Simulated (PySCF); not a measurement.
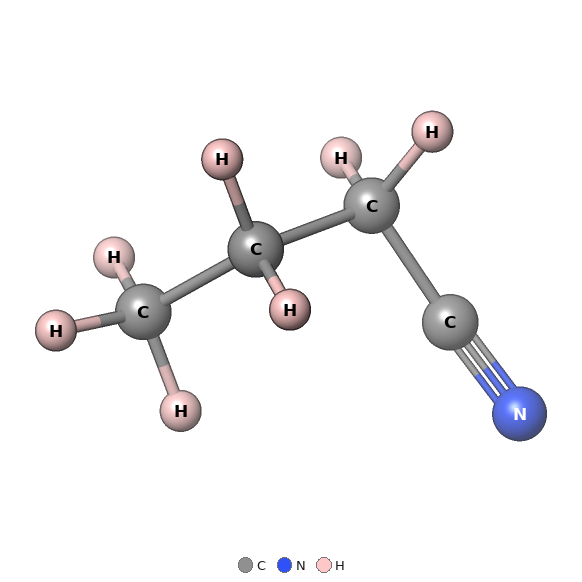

Orthographic view. Distant atoms are faded towards the background colour. Geometry: a frame of a GFN2-xTB molecular-dynamics simulation, not a minimum.

Question: Write the InChI string.

Answer: InChI=1S/C4H7N/c1-2-3-4-5/h2-3H2,1H3
